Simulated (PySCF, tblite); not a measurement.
# Si3H5O4 radical, a small gas-phase stand-in for a defect centre (silica 3-ring): EPR parameters

Aim: the EPR parameters of `[O][SiH]1O[SiH2]O[SiH2]O1`. It is drawn as: oxygen hole.

Programs: tblite 0.8.0 and PySCF 2.14.0. All values are calculated, for the isolated system unless a continuum is named. Atoms count from 0, parts from 1.

## 1. The system as given

12 atoms, charge 0, multiplicity 2; geometry: distance geometry start.

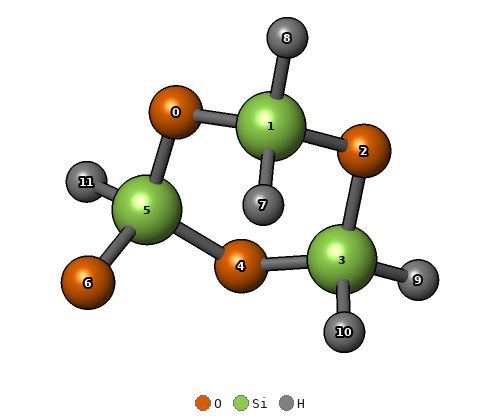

The starting geometry (oxygen orange, silicon green, hydrogen grey), atoms numbered.

## 2. Geometry optimisation with GFN2-xTB

The job: settings as JSON, then the geometry in Å.

```
{"job": {"kind": "relax", "xc": "GFN2-xTB", "basis": "xTB"}, "charge": 0, "multiplicity": 2}
O      0.503242    -1.567373    -0.472096
Si    -1.001975    -1.217544     0.231261
O     -1.653754     0.136433    -0.615937
Si    -0.634765     1.476084    -0.232210
O      0.964981     1.241132    -0.619071
Si     1.618274    -0.325761    -0.289968
O      2.242853    -0.420371     1.338012
H     -0.923027    -0.829789     1.649877
H     -1.865845    -2.386447     0.034585
H     -1.131401     2.631820    -0.998512
H     -0.754961     1.813798     1.214252
H      2.671087    -0.547095    -1.270936
```

With the program's defaults for keys left out, this is: GFN2-xTB geometry optimisation, gas phase.

The run is started by

```console
$ OMP_NUM_THREADS=1 python cluster_run.py task.json out
```

The driver reads the jobs from task.json and runs them one after another.

Log:

```text
step      E/eV     max force
  0    -659.41246    4.658
  1    -660.18350    3.133
  2    -659.04285   22.135
  3    -660.53681    1.913
  4    -660.62044    1.197
  5    -660.68094    0.732
  6    -660.69315    0.658
  7    -660.79732    0.815
  8    -660.83062    0.769
  9    -660.89660    0.504
 10    -660.92044    0.491
 11    -660.97611    0.739
 12    -661.04138    0.904
 13    -661.10429    0.790
 14    -661.14560    0.539
 15    -661.16535    0.384
 16    -661.17856    0.414
 17    -661.20211    0.687
 18    -661.22691    0.493
 19    -661.24511    0.302
 20    -661.25737    0.303
 21    -661.27039    0.327
 22    -661.28232    0.376
 23    -661.29546    0.329
 24    -661.30741    0.286
 25    -661.31628    0.288
 26    -661.32080    0.170
 27    -661.32247    0.144
 28    -661.32445    0.086
 29    -661.32546    0.085
 30    -661.32665    0.085
 31    -661.32781    0.084
 32    -661.32901    0.075
 33    -661.32975    0.070
 34    -661.33023    0.059
 35    -661.33058    0.051
 36    -661.33100    0.061
 37    -661.33143    0.063
 38    -661.33179    0.063
 39    -661.33203    0.039
 40    -661.33215    0.021
 41    -661.33221    0.019
 42    -661.33227    0.033
 43    -661.33237    0.046
 44    -661.33253    0.054
 45    -661.33276    0.049
 46    -661.33296    0.031
 47    -661.33307    0.028
 48    -661.33314    0.024
 49    -661.33322    0.022
 50    -661.33336    0.031
 51    -661.33358    0.043
 52    -661.33384    0.044
 53    -661.33404    0.031
 54    -661.33412    0.018
 55    -661.33416    0.019
 56    -661.33420    0.020
 57    -661.33424    0.018
 58    -661.33428    0.014
 59    -661.33430    0.010
 60    -661.33432    0.007
```

It took 1.4 s on 1 thread of AMD EPYC 9R45, shared host.

Step by step: (the energy doesn't fall at every step)

```csv
step,energy from step 0 (eV),largest force (eV/Å)
0,0.0000,4.6579
2,0.3696,22.1345
4,-1.2080,1.1976
6,-1.2807,0.6580
8,-1.4182,0.7691
10,-1.5080,0.4910
12,-1.6289,0.9037
14,-1.7331,0.5389
16,-1.7661,0.4145
18,-1.8144,0.4932
20,-1.8449,0.3027
22,-1.8699,0.3754
24,-1.8949,0.2865
26,-1.9083,0.1695
28,-1.9120,0.0853
30,-1.9142,0.0848
32,-1.9166,0.0748
34,-1.9178,0.0595
36,-1.9185,0.0610
38,-1.9193,0.0626
40,-1.9197,0.0214
42,-1.9198,0.0325
44,-1.9201,0.0548
46,-1.9205,0.0311
48,-1.9207,0.0241
50,-1.9209,0.0314
52,-1.9214,0.0440
54,-1.9217,0.0182
56,-1.9217,0.0201
58,-1.9218,0.0136
60,-1.9219,0.0064
```

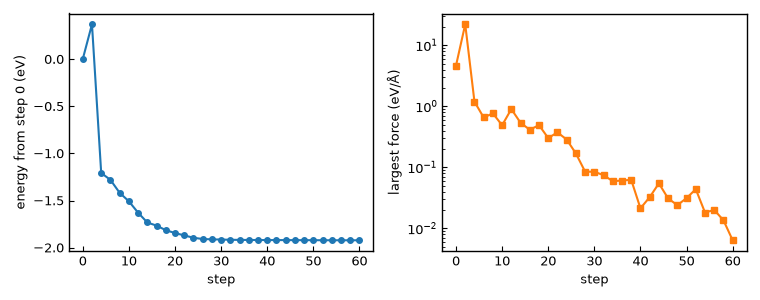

Energy and force, step by step.

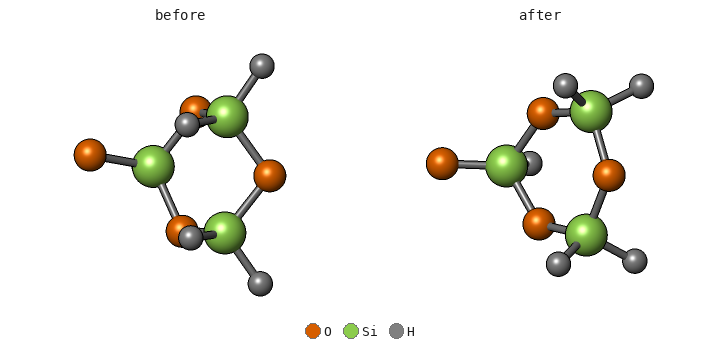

The geometry before (left) and after (right).

Distances of close pairs at the start and the end, largest changes first:

```csv
bond,before (Å),after (Å),change (Å)
Si5–O6,1.746,1.526,-0.220
O2–Si3,1.726,1.628,-0.098
Si1–O2,1.725,1.628,-0.097
O0–Si1,1.698,1.606,-0.091
O4–Si5,1.729,1.651,-0.079
Si3–O4,1.663,1.606,-0.056
Si5–H11,1.456,1.491,+0.035
Si3–H10,1.490,1.457,-0.033
```

## 3. Optimising the geometry at PBE0-D3(BJ)/def2-SVP

The job: settings as JSON, then the geometry in Å.

```
{"job": {"xc": "PBE0", "basis": "def2-SVP", "d3": "d3bj", "grid": 2, "kind": "geom", "shake": 0.01}, "charge": 0, "multiplicity": 2}
O      0.539292    -1.431541     0.124147
Si    -1.078238    -1.292315     0.301665
O     -1.559732     0.262096     0.142590
Si    -0.594504     1.575607    -0.178196
O      0.913798     1.145868    -0.319406
Si     1.702481    -0.263523    -0.025461
O      2.876452    -0.283717     0.968324
H     -1.354906    -1.678418     1.668651
H     -1.710734    -1.993902    -0.777345
H     -1.083459     2.050490    -1.463697
H     -0.733768     2.446150     0.994426
H      2.121808    -0.564379    -1.418698
```

Log:

```text
step   0  E = -1171.37754362  max force = 0.077949
step   1  E = -1171.40898510  max force = 0.043129
step   2  E = -1171.41471188  max force = 0.021534
step   3  E = -1171.41580301  max force = 0.005994
step   4  E = -1171.41591510  max force = 0.001881
step   5  E = -1171.41594637  max force = 0.000583
step   6  E = -1171.41594881  max force = 0.000387
optimisation converged
```

Wall time 89 s (1 thread of AMD EPYC 9R45, shared host); peak memory 0.71 GiB.

Relaxation path:

```csv
step,energy from step 0 (eV),largest force component (eV/Å)
0,0.0000,4.0083
1,-0.8556,2.2178
2,-1.0114,1.1073
3,-1.0411,0.3082
4,-1.0441,0.0967
5,-1.0450,0.0300
6,-1.0451,0.0199
```

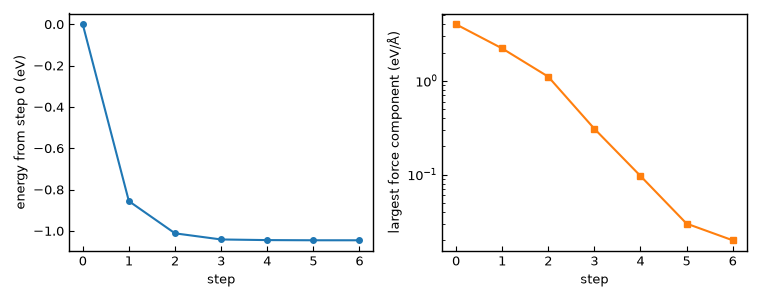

Energy and force, step by step.

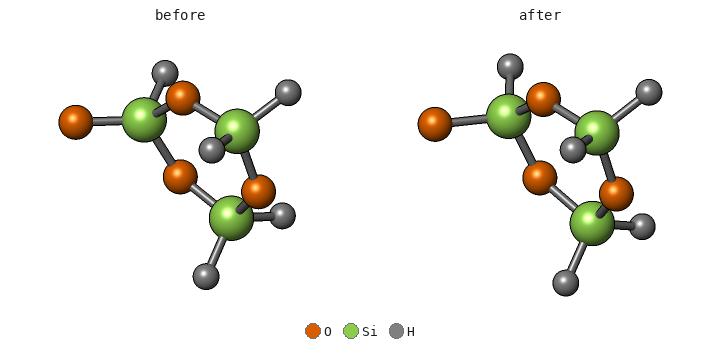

Before and after, at one scale.

Close pairs (by a distance rule), those that changed most:

```csv
bond,before (Å),after (Å),change (Å)
Si5–O6,1.538,1.674,+0.136
Si3–O4,1.575,1.668,+0.093
Si1–H8,1.434,1.484,+0.050
Si1–H7,1.447,1.484,+0.037
O0–Si1,1.633,1.668,+0.035
Si3–H9,1.455,1.484,+0.029
Si1–O2,1.635,1.662,+0.027
Si3–H10,1.467,1.484,+0.017
```

The final coordinates are the input of the step that follows.

```csv
at the end point,value
point group (found at 0.08 Å tolerance),Cs
"rotational constants (GHz, main isotopes)","2.191, 1.458, 0.958"
dipole moment (D),1.78
⟨S²⟩,0.753
```

## 4. g tensor and hyperfine couplings: B3LYP/IGLO-III+pcH-1

The job: settings as JSON, then the geometry in Å.

```
{"job": {"kind": "epr"}, "charge": 0, "multiplicity": 2}
O      0.523763    -1.427298     0.090074
Si    -1.122759    -1.330875     0.336986
O     -1.545517     0.267885     0.169112
Si    -0.658561     1.635005    -0.157211
O      0.925990     1.152793    -0.354221
Si     1.692208    -0.302405    -0.215871
O      2.869005    -0.280699     0.974660
H     -1.441966    -1.792498     1.710934
H     -1.817213    -2.142583    -0.693721
H     -1.138264     2.252542    -1.418826
H     -0.748389     2.574791     0.988020
H      2.500302    -0.634237    -1.413049
```

Level: UKS B3LYP, IGLO-III on O Si, pcH-1 on H, non-relativistic, mean-field spin-orbit, GIAO.

Log:

```text
UKS, coarse grid
  cycle   1  E = -1172.13655153  |g| = 1.23e+00
  cycle   2  E = -1160.72055426  |g| = 3.01e+00
  cycle   3  E = -1171.81209193  |g| = 1.39e+00
  cycle   4  E = -1172.51814311  |g| = 5.63e-01
  cycle   5  E = -1172.75309086  |g| = 4.91e-01
  cycle   6  E = -1172.83730535  |g| = 2.11e-01
  cycle   7  E = -1172.84943675  |g| = 1.63e-01
  cycle   8  E = -1172.86142989  |g| = 6.65e-02
  cycle   9  E = -1172.86430420  |g| = 1.64e-02
  cycle  10  E = -1172.86442766  |g| = 2.75e-03
  cycle  11  E = -1172.86443072  |g| = 9.94e-04
UKS, final grid
  cycle   1  E = -1172.86439111  |g| = 1.73e-03
  cycle   2  E = -1172.86438867  |g| = 3.22e-03
  cycle   3  E = -1172.86439218  |g| = 1.57e-04
  cycle   4  E = -1172.86439219  |g| = 7.16e-05
  cycle   5  E = -1172.86439221  |g| = 4.92e-05
  cycle   6  E = -1172.86439222  |g| = 3.32e-05
  cycle   7  E = -1172.86439223  |g| = 2.94e-05
  cycle   8  E = -1172.86439225  |g| = 2.58e-05
  cycle   9  E = -1172.86439226  |g| = 2.39e-05
  cycle  10  E = -1172.86439227  |g| = 2.01e-05
  cycle  11  E = -1172.86439229  |g| = 1.42e-05
  cycle  12  E = -1172.86439230  |g| = 8.11e-06
E = -1172.86439230 Eh   <S^2> = 0.7531 (exact 0.7500)
g shifts (ppm)      1          2          3
  rmc          -277       -277       -277
  gc            -17         41         59
  oz_so         148      10229      43842
  total        -146       9992      43624
hyperfine (MHz)  atom isotope    a_iso     a_fc   dipolar eigenvalues
    0   17O      -2.08      -2.08     -2.83      1.37      1.45
    1  29Si       0.78       0.78     -0.51      0.24      0.27
    2   17O      -0.10      -0.10     -0.25      0.12      0.13
    3  29Si       0.77       0.77     -0.52      0.24      0.27
    4   17O      -2.11      -2.11     -2.85      1.39      1.46
    5  29Si      38.82      38.82     -4.62      0.97      3.65
    6   17O     -37.55     -37.55   -263.26    130.21    133.05
    7    1H      -0.02      -0.02     -0.83     -0.76      1.59
    8    1H       0.73       0.73     -0.57     -0.50      1.07
    9    1H       0.74       0.74     -0.57     -0.50      1.07
   10    1H      -0.02      -0.02     -0.84     -0.77      1.61
   11    1H     104.57     104.57     -5.82     -1.03      6.85
```

Wall time 56 s (1 thread of AMD EPYC 9R45, shared host); peak memory 1.2 GiB.

Principal g values 2.00217, 2.01231, 2.04594; g(iso) = 2.02014, against 2.00232 for a free electron. They are not to be trusted: the run shows nearly degenerate orbitals, where second-order g theory doesn't apply.

Mean a(iso) over the nuclei that a row names, and the largest dipolar term of the row (other rows stand at the frozen geometry):

```csv
nuclei,isotope,a(iso) (MHz),"a(iso) (G, at g = 2.0023)",largest dipolar term (MHz)
H11,1H,104.6,37.3,6.9
Si5,29Si,38.8,13.9,-4.6
O6,17O,-37.5,-13.4,-263.3
"O0, O4",17O,-2.1,-0.7,-2.9
"Si1, Si3",29Si,0.8,0.3,-0.5
"H8, H9",1H,0.7,0.3,1.1
O2,17O,-0.1,0.0,-0.2
"H7, H10",1H,0.0,0.0,1.6
```

Mulliken spin populations:

```csv
atom,value (e)
O0,0.00
Si1,0.00
O2,0.00
Si3,0.00
O4,0.00
Si5,-0.02
O6,0.96
H7,0.00
H8,0.00
H9,0.00
H10,0.00
H11,0.05
```

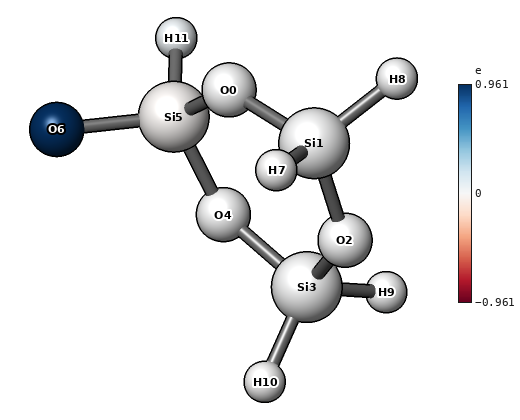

Mulliken spin populations, as colours on the atoms.

## 5. EPR parameters: BHandHLYP/IGLO-III+pcH-1

The job, as its differences from that of step 4:

```diff
@@ -1,2 +1,2 @@
-{"job": {"kind": "epr"}, "charge": 0, "multiplicity": 2}
+{"job": {"kind": "epr", "xc": "BHandHLYP"}, "charge": 0, "multiplicity": 2}
 O      0.523763    -1.427298     0.090074
```

Method: UKS BHandHLYP, IGLO-III on O Si, pcH-1 on H, non-relativistic, mean-field spin-orbit, GIAO.

Log:

```text
UKS, coarse grid
  cycle   1  E = -1172.03667279  |g| = 1.05e+00
  cycle   2  E = -1162.16378547  |g| = 2.55e+00
  cycle   3  E = -1171.92058442  |g| = 1.11e+00
  cycle   4  E = -1172.32440243  |g| = 5.17e-01
  cycle   5  E = -1172.59774429  |g| = 3.61e-01
  cycle   6  E = -1172.64115712  |g| = 2.23e-01
  cycle   7  E = -1172.65506128  |g| = 1.66e-01
  cycle   8  E = -1172.67129830  |g| = 2.49e-02
  cycle   9  E = -1172.67169720  |g| = 6.92e-03
  cycle  10  E = -1172.67173414  |g| = 1.86e-03
  cycle  11  E = -1172.67174009  |g| = 9.26e-04
UKS, final grid
  cycle   1  E = -1172.67171778  |g| = 7.56e-04
  cycle   2  E = -1172.67171885  |g| = 6.85e-04
  cycle   3  E = -1172.67171934  |g| = 4.18e-04
  cycle   4  E = -1172.67172049  |g| = 2.85e-04
  cycle   5  E = -1172.67172092  |g| = 1.18e-04
  cycle   6  E = -1172.67172098  |g| = 7.20e-05
  cycle   7  E = -1172.67172100  |g| = 2.59e-05
  cycle   8  E = -1172.67172100  |g| = 2.18e-05
E = -1172.67172100 Eh   <S^2> = 0.7539 (exact 0.7500)
g shifts (ppm)      1          2          3
  rmc          -281       -281       -281
  gc            -19         43         58
  oz_so         115      10533      67645
  total        -185      10294      67422
hyperfine (MHz)  atom isotope    a_iso     a_fc   dipolar eigenvalues
    0   17O      -1.43      -1.43     -2.16      1.07      1.10
    1  29Si       0.59       0.59     -0.42      0.20      0.22
    2   17O      -0.03      -0.03     -0.23      0.11      0.12
    3  29Si       0.59       0.59     -0.43      0.20      0.22
    4   17O      -1.55      -1.55     -2.20      1.08      1.12
    5  29Si      44.91      44.91     -3.75      0.39      3.36
    6   17O     -55.51     -55.51   -265.73    131.19    134.54
    7    1H      -0.01      -0.01     -0.82     -0.78      1.60
    8    1H       0.26       0.26     -0.55     -0.51      1.06
    9    1H       0.27       0.27     -0.55     -0.51      1.06
   10    1H      -0.01      -0.01     -0.84     -0.79      1.63
   11    1H      71.71      71.71     -5.65     -2.05      7.70
```

It took 52 s on 1 thread of AMD EPYC 9R45, shared host; peak memory 1.2 GiB.

In short: g(iso) 2.02816, not to be trusted: the run shows nearly degenerate orbitals, where second-order g theory doesn't apply.

## 6. Run by run: EPR parameters

g, ⟨S²⟩ and isotropic hyperfine couplings (MHz), with basis size and wall time; * marks a run flagged for spin contamination, instability or a large g shift:

```csv
run,g(iso),⟨S²⟩,1H H11,29Si Si5,17O O6,17O O0 (mean),29Si Si1 (mean),functions,time
B3LYP/IGLO-III+pcH-1*,2.02014,0.753,104.6,38.8,-37.5,-2.1,0.8,322,56 s
BHandHLYP/IGLO-III+pcH-1*,2.02816,0.754,71.7,44.9,-55.5,-1.5,0.6,322,52 s
```

## 7. Summary of results

```
                            quantity                 value
                         point group                    Cs
rotational constants (main isotopes)  2.19, 1.46, 0.96 GHz
                      g(iso) (B3LYP)               2.02014
                                ⟨S²⟩    0.753 (exact 0.75)
  largest a(iso) (averaged by class)  1H on H11, 104.6 MHz
```

The start of the PBE0/def2-SVP relaxation was shaken at random by about 0.01 Å, so part of the energy gained, and of the first lengths quoted, undoes that. Relaxing lowered the energy by 1.045 eV in 6 steps; the close pair that moved most is Si5–O6, from 1.538 to 1.674 Å (PBE0/def2-SVP). Most of the unpaired spin sits on O6 (0.96 e). The isotropic g lies 17.8 ppt above the free-electron value. These values are not to be trusted: the run shows nearly degenerate orbitals, where second-order g theory doesn't apply. A capped cluster stands for the solid here, so long-range fields and strain are missing, and bands or shifts of the capping hydrogens have no counterpart in it.
